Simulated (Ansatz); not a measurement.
# AlClH3NSi: what the fields show

Input file:

```
crystal:
  periodic: [false, false, false]
  atoms:
    - {symbol: Al, position_ang: [-0.130697, -0.122204, 0.004959]}
    - {symbol: Cl, position_ang: [0.670451, -1.284429, 1.959378]}
    - {symbol: "N", position_ang: [0.773903, -1.549601, -0.846435]}
    - {symbol: Si, position_ang: [1.482367, -2.600854, 0.258358]}
    - {symbol: H, position_ang: [0.619085, 1.276943, -0.029734]}
    - {symbol: H, position_ang: [-1.714238, -0.235741, 0.027210]}
    - {symbol: H, position_ang: [0.857677, -1.716487, -1.847193]}
basis:
  gaussian: {orbitals: def2-TZVPD}
hamiltonian: {xc: {name: PBE0}}
output: {forces: true, orbitals: {seedname: orbitals}}
```

Command:

```sh
ansatz run input.yaml --threads 2 --pin off --max-ram 4350MiB --events-out events.jsonl --progress --plain --runs-dir runs
```

Geometry: PBE0-D3(BJ)/def2-SVP.

The calculation used Ansatz, isolated molecule in a Gaussian basis; Kohn-Sham density functional theory, functional PBE0.

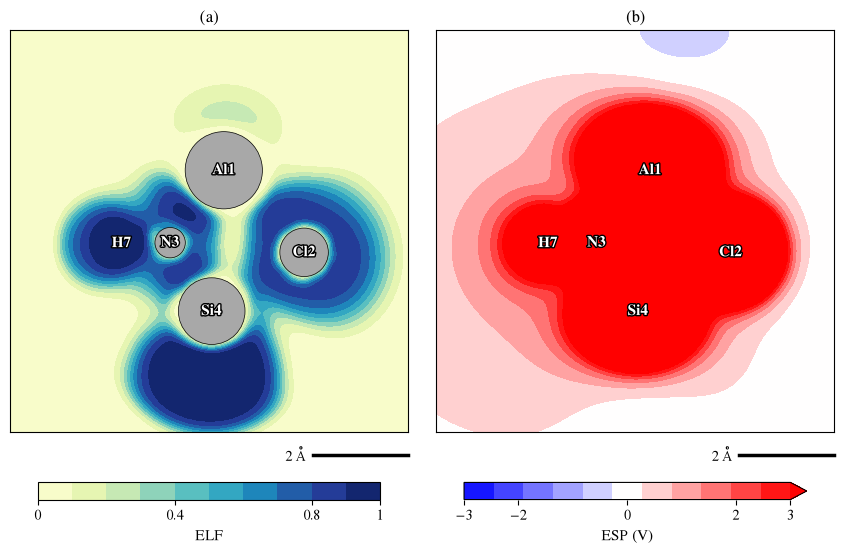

Figure 1. (a) ELF; (b) molecular electrostatic potential on the plane of atoms Cl2, Si4 and N3. Grey discs cover the atomic cores in the ELF map.

> What does the map show?

- The plane passes through Al, Cl, N, Si and H nuclei.
- Si–N (1.68 Å): the ELF peaks at about 0.90 between the atoms: a polar covalent bond.
- Al–N (1.89 Å): the ELF peaks at about 0.90 in the valence shell of N, 0.7 Å from its nucleus, and is about 0.70 at the midpoint.
- Si–Cl (2.30 Å): the ELF peaks at about 0.85 between the atoms; a shared but strongly polarised pair.
- Al–Cl (2.41 Å): the ELF peaks at about 0.90 in the valence shell of Cl, 0.9 Å from its nucleus, and is about 0.75 at the midpoint.
- N–H (1.02 Å): the ELF climbs to about 1 towards the hydrogen, as it does in any bond to H; an ordinary covalent bond to hydrogen.
- The ELF also peaks beside Si4 and Cl2, away from the bonds: lone-pair regions.
- Outside the dense part of the molecule the potential is most negative (−0.3 V) near H5, which lies off the plane.

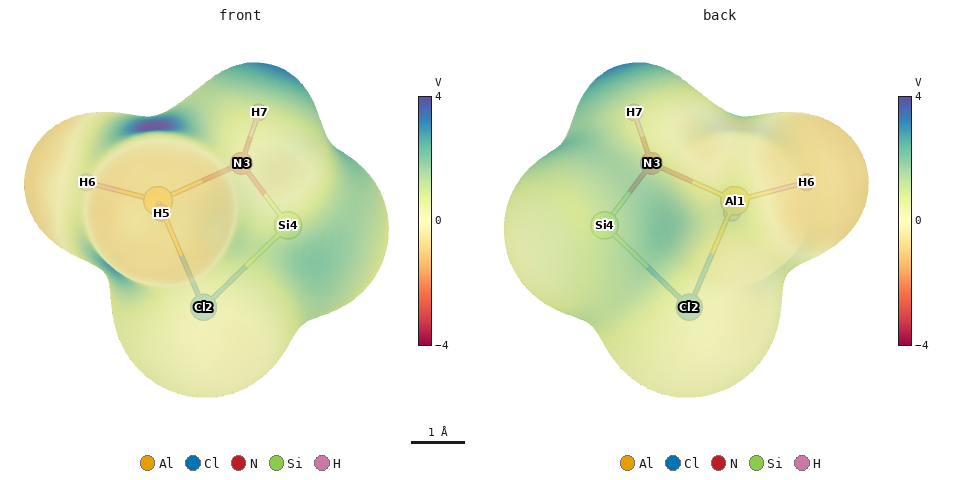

Figure 2. The molecular electrostatic potential painted on the density surface at 0.004 e/bohr³, seen from the front and from behind; red is negative and blue positive.

> Which sites attract a positive test charge, and which a negative one?

A positive charge is drawn to the negative regions and a negative charge to the positive ones. The most negative region (about −0.7 V, or −16 kcal/mol for a unit charge) lies over H5 and H6, the most positive (about +3.8 V, or +88 kcal/mol for a unit charge) over Al1.

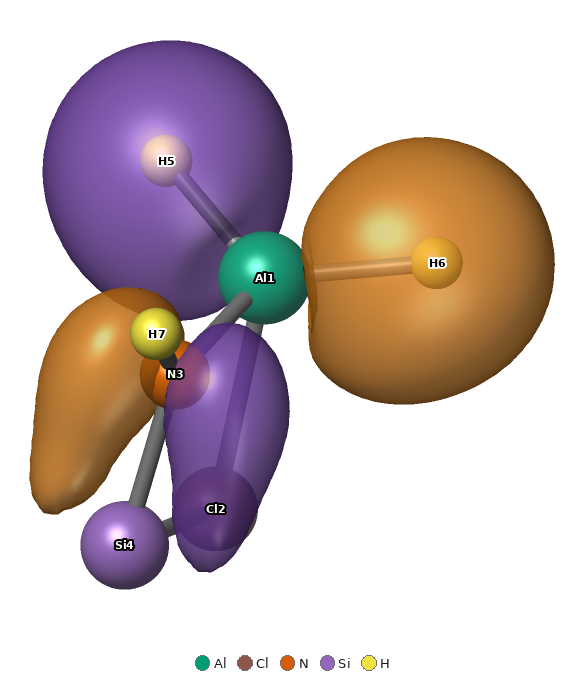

Figure 3. The HOMO−1 at ±0.1 Å⁻³ᐟ² (orange and purple are the two phases), seen at an oblique angle.

> What is the character of this orbital?

Its weight (Hirshfeld) is mainly on Al1 (about 30 %), H5 (about 25 %), H6 (about 25 %) and N3 (about 10 %). Its energy is −7.82 eV.
